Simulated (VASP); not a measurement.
# AlGaAsN with revPBE: from relaxation to properties, part 3 of 4

Wanted: the relaxed cell of AlGaAsN and its properties. The cell is invented: it takes the structure of a Materials Project entry for AlGaN2 (space group 156 there), with some of its atoms replaced by other elements, volume scaled by an estimate. It may not be a known or stable phase.

VASP 6.6.1; revPBE; plane waves and PAW (As, Ga_d, Al, N); invented cell.

So far. Step 3 (Second relaxation): It ends with a largest force of 0.008 eV/Å and a pressure of 0.00 GPa. Step 4 (Density, ELF and potential (revPBE)): In this run the pressure is -0.02 GPa, small enough to go on. The relaxed cell has a = 3.573, c = 6.099 Å (conventional setting).

### Step 5. Bands along the symmetry lines (revPBE)

Levels along the symmetry lines show where the bands peak and cross; KPOINTS_OPT computes them in the converged potential.

The input, INCAR:

```
SYSTEM = AlGaAsN
PREC = Accurate
ENCUT = 520
EDIFF = 1E-06
NELM = 100
ISMEAR = 0
SIGMA = 0.05
LREAL = .FALSE.
ALGO = Normal
GGA = RE
NBANDS = 27
LORBIT = 11
LWAVE = .FALSE.
LCHARG = .FALSE.
KPAR = 2
```

The input, POSCAR:

```
AlGaAsN
1.0
    3.5732612378      0.0000000000      0.0000000000
   -1.7866306189      3.0945347452      0.0000000000
    0.0000000000      0.0000000000      6.0989016103
As Ga Al N
1 1 1 1
Direct
    0.0000000000      0.0000000000      0.6318102766
    0.6666666700      0.3333333300      0.4433230830
    0.0000000000      0.0000000000      0.0466377218
    0.6666666700      0.3333333300      0.1146289287
```

The input, KPOINTS:

```
Automatic mesh
0
Gamma
6 6 3
0 0 0
```

The input, KPOINTS_OPT:

```
Line mode
16
Line-mode
Reciprocal
  0.00000000   0.00000000   0.00000000 GAMMA
  0.50000000   0.00000000   0.00000000 M

  0.50000000   0.00000000   0.00000000 M
  0.33333333   0.33333333   0.00000000 K

  0.33333333   0.33333333   0.00000000 K
  0.00000000   0.00000000   0.00000000 GAMMA

  0.00000000   0.00000000   0.00000000 GAMMA
  0.00000000   0.00000000   0.50000000 A

  0.00000000   0.00000000   0.50000000 A
  0.50000000   0.00000000   0.50000000 L

  0.50000000   0.00000000   0.50000000 L
  0.33333333   0.33333333   0.50000000 H

  0.33333333   0.33333333   0.50000000 H
  0.00000000   0.00000000   0.50000000 A

  0.50000000   0.00000000   0.50000000 L
  0.50000000   0.00000000   0.00000000 M

  0.33333333   0.33333333   0.00000000 K
  0.33333333   0.33333333   0.50000000 H
```

Potentials, in the order of the species: As, Ga_d, Al and N (PBE family, release 64).

Launch:

```bash
$ mpirun -np 2 vasp_std
```

What it wrote:

```text
[... set-up lines as in an earlier step ...]
 entering main loop
       N       E                     dE             d eps       ncg     rms          rms(c)
DAV:   1     0.185863196282E+03    0.18586E+03   -0.10888E+04  1036   0.116E+03
DAV:   2     0.302879700840E+01   -0.18283E+03   -0.16566E+03  1046   0.380E+02
DAV:   3    -0.212605243603E+02   -0.24289E+02   -0.23924E+02  1109   0.909E+01
DAV:   4    -0.219488864687E+02   -0.68836E+00   -0.68725E+00  1094   0.168E+01
DAV:   5    -0.219621251260E+02   -0.13239E-01   -0.13236E-01  1182   0.229E+00    0.857E+00
DAV:   6    -0.198432623075E+02    0.21189E+01   -0.92841E+00  1277   0.195E+01    0.412E+00
DAV:   7    -0.197305407352E+02    0.11272E+00   -0.99263E-01  1031   0.684E+00    0.243E+00
DAV:   8    -0.197241750551E+02    0.63657E-02   -0.16939E-01  1145   0.205E+00    0.814E-01
DAV:   9    -0.197256573769E+02   -0.14823E-02   -0.10020E-02  1125   0.666E-01    0.304E-01
DAV:  10    -0.197270155194E+02   -0.13581E-02   -0.19601E-03  1066   0.225E-01    0.103E-01
DAV:  11    -0.197272488237E+02   -0.23330E-03   -0.27768E-04  1072   0.942E-02    0.327E-02
DAV:  12    -0.197272621208E+02   -0.13297E-04   -0.43207E-05  1113   0.326E-02    0.109E-02
DAV:  13    -0.197272647103E+02   -0.25895E-05   -0.48718E-06  1037   0.128E-02    0.572E-03
DAV:  14    -0.197272651529E+02   -0.44256E-06   -0.12124E-06  1062   0.602E-03
   1 F= -.19727265E+02 E0= -.19726774E+02  d E =-.981507E-03
 Start KPOINTS_OPT (optional k-point list driver)
k-point batch [1-17\144]
       N       E                     dE             ncg
DAV:   1     0.169755074604E+04   -0.59773E+04     1029
DAV:   2    -0.126411009067E+04   -0.29617E+04     1025
DAV:   3    -0.166017985212E+04   -0.39607E+03     1118
DAV:   4    -0.167221217482E+04   -0.12032E+02     1062
DAV:   5    -0.167245944573E+04   -0.24727E+00     1214
DAV:   6    -0.167247111127E+04   -0.11666E-01     1253
DAV:   7    -0.167247121106E+04   -0.99784E-04     1257
DAV:   8    -0.167247121239E+04   -0.13362E-05      917
DAV:   9    -0.167247121254E+04   -0.15275E-06      742
[...]
k-point batch [137-144\144]
       N       E                     dE             ncg
DAV:   1     0.939077470031E+04   -0.72561E+04      480
DAV:   2     0.802947250994E+04   -0.13613E+04      496
DAV:   3     0.784641196717E+04   -0.18306E+03      538
DAV:   4     0.784116578313E+04   -0.52462E+01      477
DAV:   5     0.784106321766E+04   -0.10257E+00      592
DAV:   6     0.784105965589E+04   -0.35618E-02      543
DAV:   7     0.784105962842E+04   -0.27478E-04      600
DAV:   8     0.784105962796E+04   -0.45113E-06      404
```

The job ended after 2.6 min (2 MPI ranks of AMD EPYC 7R43, shared host; peak memory 0.38 GiB).

Parts of OUTCAR (step 5):

```text
   k-points           NKPTS =     17   k-points in BZ     NKDIM =     17   number of bands    NBANDS=     27

   NELECT =      26.0000    total number of electrons

 E-fermi :   6.0486

 k-point     1 :       0.0000    0.0000    0.0000
  band No.  band energies     occupation
    ...
      8      -1.7671      2.00000
      9       2.3931      2.00000
     10       2.3931      2.00000
     11       3.9283      2.00000
     12       4.8569      2.00000
     13       6.4267      0.00000
     14       6.4267      0.00000
     15       9.2335      0.00000
     16      10.9565      0.00000
     17      10.9565      0.00000
    ...

  Total       -0.0081958     -0.0081958      0.0075292      0.0000000      0.0000000      0.0000000
  in kB       -0.1947120     -0.1947119      0.1788736      0.0000000      0.0000000      0.0000000
  external PRESSURE =      -0.0701834 kB  Pullay stress =       0.0000000 kB

 POSITION                                       TOTAL-FORCE (eV/Angst)
 -----------------------------------------------------------------------------------
      0.00000      0.00000      3.85335         0.000000      0.000000      0.006895
      1.78663      1.03151      2.70378         0.000000      0.000000     -0.007177
      0.00000      0.00000      0.28444        -0.000000      0.000000     -0.004530
      1.78663      1.03151      0.69911        -0.000000      0.000000      0.004812
 -----------------------------------------------------------------------------------
    total drift:                               -0.000020      0.000002      0.000923

  FREE ENERGIE OF THE ION-ELECTRON SYSTEM (eV)
  ---------------------------------------------------
  free  energy   TOTEN  =       -19.7272651529 eV

  energy  without entropy=      -19.7262836457  energy(sigma->0) =      -19.72677440

[... 8 parts as in an earlier step ...]

[... 8 further parts left out ...]
```

Spin-orbit coupling is off here; it would split degenerate levels.

This step gave:

```
bands        : 27
Fermi energy : 6.049 eV
pressure     : -0.007018 GPa
```

Electronic bands along the path, in eV, zero at the Fermi level; # counts the bands kept, so #1 is VASP's band 8:

```csv
point,#3,#4,#5,#6,#7,#8,#9,#10
Γ,-3.66,-2.12,-1.19,0.38,0.38,3.18,4.91,4.91
M,-5.26,-4.41,-3.65,-1.40,1.10,2.17,2.85,4.80
K,-6.10,-4.53,-3.90,-3.84,1.45,3.18,3.75,4.92
Γ,-3.66,-2.12,-1.19,0.38,0.38,3.18,4.91,4.91
A,-3.63,-3.63,0.29,0.29,0.69,3.18,3.99,5.20
L,-4.31,-3.89,-3.06,-1.68,0.58,1.74,2.46,3.84
H,-5.78,-4.49,-3.52,-2.44,1.69,2.23,2.70,4.89
A,-3.63,-3.63,0.29,0.29,0.69,3.18,3.99,5.20
jump to L,-4.31,-3.89,-3.06,-1.68,0.58,1.74,2.46,3.84
M,-5.26,-4.41,-3.65,-1.40,1.10,2.17,2.85,4.80
jump to K,-6.10,-4.53,-3.90,-3.84,1.45,3.18,3.75,4.92
H,-5.78,-4.49,-3.52,-2.44,1.69,2.23,2.70,4.89
```

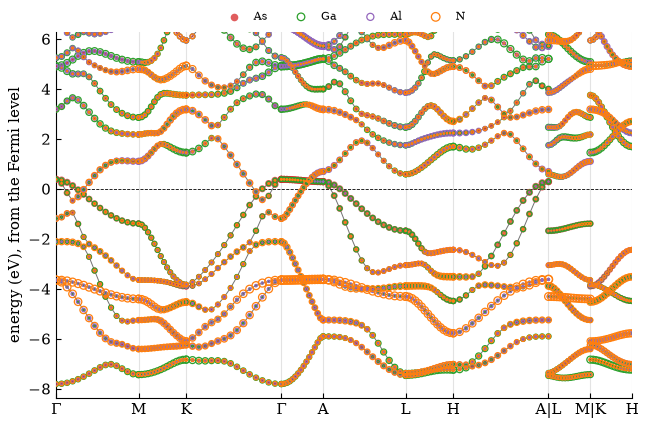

Electronic bands along the path; dots are coloured as in the legend, and their area grows with the weight.

There is no gap at this level.

### Step 6. Total and projected DOS (revPBE)

Here the states are counted by energy and projected on the atoms. The mesh is finer than in the run before.

INCAR: that of step 5 with these lines changed.

```diff
@@ -5,3 +5,3 @@
 NELM = 100
-ISMEAR = 0
+ISMEAR = -5
 SIGMA = 0.05
@@ -15 +15,2 @@
 KPAR = 2
+NEDOS = 2001
```

POSCAR is that of step 5.

The input, KPOINTS:

```
Automatic mesh
0
Gamma
9 9 5
0 0 0
```

Launch:

```bash
$ mpirun -np 2 vasp_std
```

What it wrote:

```text
[... set-up lines as in an earlier step ...]
 entering main loop
       N       E                     dE             d eps       ncg     rms          rms(c)
DAV:   1     0.181606331394E+03    0.18161E+03   -0.10937E+04  2975   0.121E+03
DAV:   2     0.332251146831E+01   -0.17828E+03   -0.16256E+03  2986   0.364E+02
DAV:   3    -0.212291239239E+02   -0.24552E+02   -0.24146E+02  3286   0.915E+01
DAV:   4    -0.219419901892E+02   -0.71287E+00   -0.71157E+00  3238   0.170E+01
DAV:   5    -0.219554828348E+02   -0.13493E-01   -0.13494E-01  3480   0.229E+00    0.854E+00
DAV:   6    -0.198493142851E+02    0.21062E+01   -0.94134E+00  3741   0.194E+01    0.409E+00
DAV:   7    -0.197373370079E+02    0.11198E+00   -0.11671E+00  2972   0.683E+00    0.248E+00
DAV:   8    -0.197353983985E+02    0.19386E-02   -0.26931E-01  3393   0.284E+00    0.682E-01
DAV:   9    -0.197304206499E+02    0.49777E-02   -0.72838E-02  3739   0.185E+00    0.456E-01
DAV:  10    -0.197343776478E+02   -0.39570E-02   -0.32524E-02  3629   0.113E+00    0.320E-01
DAV:  11    -0.197318532461E+02    0.25244E-02   -0.16083E-02  3644   0.653E-01    0.113E-01
DAV:  12    -0.197322021970E+02   -0.34895E-03   -0.12119E-03  3041   0.184E-01    0.589E-02
DAV:  13    -0.197326116915E+02   -0.40949E-03   -0.10074E-03  3362   0.133E-01    0.418E-02
DAV:  14    -0.197323356791E+02    0.27601E-03   -0.12191E-03  3419   0.874E-02    0.360E-02
DAV:  15    -0.197323913963E+02   -0.55717E-04   -0.10209E-05  3097   0.244E-02    0.287E-02
DAV:  16    -0.197325067349E+02   -0.11534E-03   -0.11592E-04  3151   0.352E-02    0.376E-02
DAV:  17    -0.197324209265E+02    0.85808E-04   -0.49538E-04  3116   0.262E-02    0.232E-02
DAV:  18    -0.197324730680E+02   -0.52142E-04   -0.19426E-06  2486   0.158E-02    0.195E-02
DAV:  19    -0.197325129437E+02   -0.39876E-04   -0.13575E-04  2840   0.112E-02    0.381E-02
DAV:  20    -0.197324859162E+02    0.27028E-04   -0.28055E-05  2114   0.822E-03    0.188E-02
DAV:  21    -0.197324885960E+02   -0.26798E-05   -0.13729E-07  1458   0.337E-03    0.186E-02
DAV:  22    -0.197324932621E+02   -0.46662E-05   -0.19122E-05  1440   0.156E-03    0.368E-02
DAV:  23    -0.197324668579E+02    0.26404E-04   -0.16060E-04  2116   0.774E-03    0.203E-02
DAV:  24    -0.197324769593E+02   -0.10101E-04   -0.91631E-08  1458   0.340E-03    0.195E-02
DAV:  25    -0.197324812391E+02   -0.42798E-05   -0.18020E-08  1419   0.148E-03    0.192E-02
DAV:  26    -0.197324793915E+02    0.18477E-05   -0.10214E-08  1413   0.925E-04    0.193E-02
DAV:  27    -0.197324791226E+02    0.26885E-06   -0.34381E-09  1401   0.335E-04
   1 F= -.19732479E+02 E0= -.19732479E+02  d E =0.000000E+00
 -----------------------------------------------------------------------------
|                                                                             |
|           W    W    AA    RRRRR   N    N  II  N    N   GGGG   !!!           |
|           W    W   A  A   R    R  NN   N  II  NN   N  G    G  !!!           |
|           W    W  A    A  R    R  N N  N  II  N N  N  G       !!!           |
|           W WW W  AAAAAA  RRRRR   N  N N  II  N  N N  G  GGG   !            |
|           WW  WW  A    A  R   R   N   NN  II  N   NN  G    G                |
|           W    W  A    A  R    R  N    N  II  N    N   GGGG   !!!           |
|                                                                             |
|     Tetrahedron method does not include variations of the Fermi             |
|     occupations, so forces and stress will be inaccurate. We suggest        |
|     using a different smearing scheme ISMEAR = 1 or 2 for metals in         |
|     relaxations.                                                            |
|                                                                             |
 -----------------------------------------------------------------------------
```

Elapsed: 2.6 min, on 2 MPI ranks; peak memory 0.41 GiB; 5 min of CPU time.

OUTCAR, selected parts (step 6):

```text
   k-points           NKPTS =     50   k-points in BZ     NKDIM =     50   number of bands    NBANDS=     27

   NELECT =      26.0000    total number of electrons

 E-fermi :   6.2211

 k-point     1 :       0.0000    0.0000    0.0000
  band No.  band energies     occupation
    ...
      9       2.3084      2.00000
     10       2.3084      2.00000
     11       3.9106      2.00000
     12       4.8121      2.00000
     13       6.4989      0.62977
     14       6.4989     -0.72118
     15       9.2690      0.00000
     16      10.9770      0.00000
     17      10.9770      0.00000
     18      11.3005      0.00000
    ...

  Total        0.1109837      0.1109837     -0.3889439      0.0000000      0.0000000      0.0000000
  in kB        2.6366829      2.6366825     -9.2402934      0.0000000      0.0000000      0.0000000
  external PRESSURE =      -1.3223093 kB  Pullay stress =       0.0000000 kB

 POSITION                                       TOTAL-FORCE (eV/Angst)
 -----------------------------------------------------------------------------------
      0.00000      0.00000      3.85335         0.000000      0.000000     -0.071640
      1.78663      1.03151      2.70378         0.000000      0.000000      0.199948
      0.00000      0.00000      0.28444        -0.000000      0.000000     -0.139660
      1.78663      1.03151      0.69911        -0.000000     -0.000000      0.011352
 -----------------------------------------------------------------------------------
    total drift:                               -0.000021      0.000002      0.001703

  FREE ENERGIE OF THE ION-ELECTRON SYSTEM (eV)
  ---------------------------------------------------
  free  energy   TOTEN  =       -19.7324791226 eV

  energy  without entropy=      -19.7324791226  energy(sigma->0) =      -19.73247912

[... 6 parts as in an earlier step ...]

[... 10 further parts left out ...]
```

On this mesh force components of up to 0.20 eV/Å appear, so the relaxed positions are not converged with the sampling. With tetrahedra the forces and stress of a metal are not exact derivatives of the energy.

This step gave:

```yaml
scf_cycles: 27
irreducible_k_points: 50
fermi_energy: 6.221 eV
pressure: -0.1322 GPa
dos_at_the_fermi_level: 0.6508 states/eV/cell
```

The density of states has structure finer than the step of the table below, so its rows give means over 2 eV, whole bins alone (the curve runs from -12.0 to 5.61 eV). Peaks (eV: height): total -7.2: 5.04, -4.2: 4.79, 4.2: 4.60, 5.3: 5.20; N p -7.2: 0.730, -4.6: 1.03, -4.2: 1.36, -4.0: 0.798; As p -7.2: 0.391, -4.2: 0.507, -3.2: 0.757, -2.8: 0.525; Ga p -4.2: 0.430, -3.2: 0.301, 4.2: 0.278, 5.3: 0.843; Al p -4.2: 0.135, 2.2: 0.151, 4.2: 0.207, 5.3: 0.296.

States under -12.0 eV and over 5.6 eV are left out. The density of states by energy, zero at the Fermi level; means over each step; 7 of 8 lines; values in states/eV/cell:

```csv
energy (eV),total,N p,As p,Ga p,Al p,Ga s,Al s
-10,0.0874,3.1e-4,2.2e-4,0.00410,3.1e-4,0.00150,8.2e-4
-8,0.975,0.141,0.0753,0.0176,0.00943,0.163,0.0763
-6,1.43,0.333,0.0772,0.0489,0.0393,0.120,0.0606
-4,2.31,0.611,0.285,0.175,0.0750,0.0355,0.0139
-2,1.08,0.0957,0.315,0.138,0.0101,0.0138,0.00290
0,0.665,0.0451,0.103,0.0438,0.0201,0.0152,0.0385
2,1.64,0.169,0.0607,0.0710,0.0712,0.110,0.0789
4,1.97,0.180,0.132,0.133,0.0923,0.119,0.0691
```

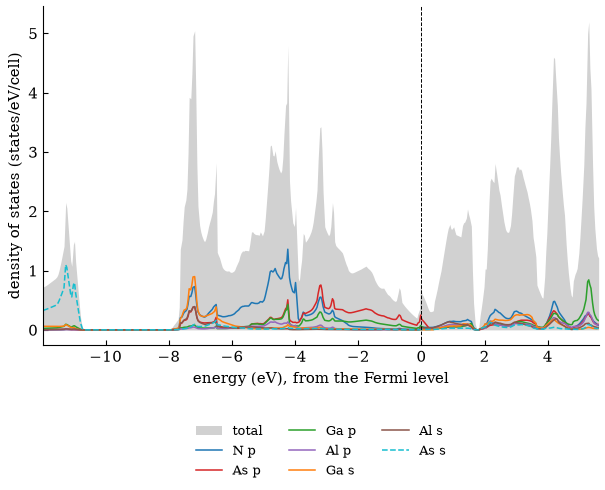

Density of states against energy.

Force by atom:

```csv
atom,x (eV/Å),y (eV/Å),z (eV/Å),size
As1,0.000,0.000,-0.072,0.072
Ga2,0.000,0.000,0.200,0.200
Al3,0.000,0.000,-0.140,0.140
N4,0.000,0.000,0.011,0.011
```

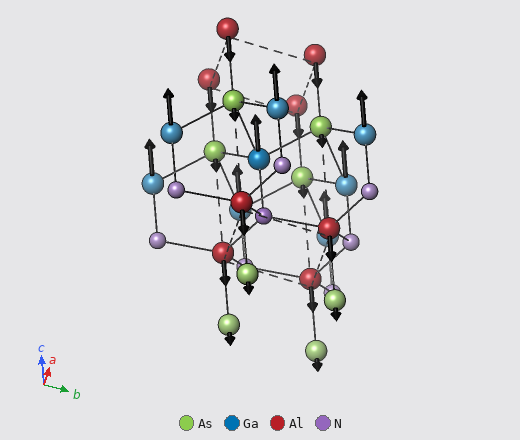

Force as arrows, the longest 0.200 eV/Å. Some periodic images of atoms are drawn too.

The finer mesh and the other smearing move the Fermi level by +0.17 eV from the 6×6×3 run, one measure of the sampling error in the zero of the bands above. Of the states within 0.3 eV of the Fermi level, the largest shares in the PAW spheres are As p 26 %, Ga p 8 % and N p 7 %. The rest lies in smaller channels or between the spheres.

(Continued in part 4 of 4.)

[Lines on the potential files, build, host, timing and source positions are cut from VASP's logs without a mark.]

[Logs are printed without paths, hosts, clocks, repeated set-up lines and the standing remarks that a program may print on its own settings, such as how far it seeks lower states.]

[Hosts, paths, dates, database ids (printed as entryN), source tags and the programs' standing remarks are cut or masked in the printed files.]

[A measured line is paired with the nearest computed mode of its activity, which favours agreement.]
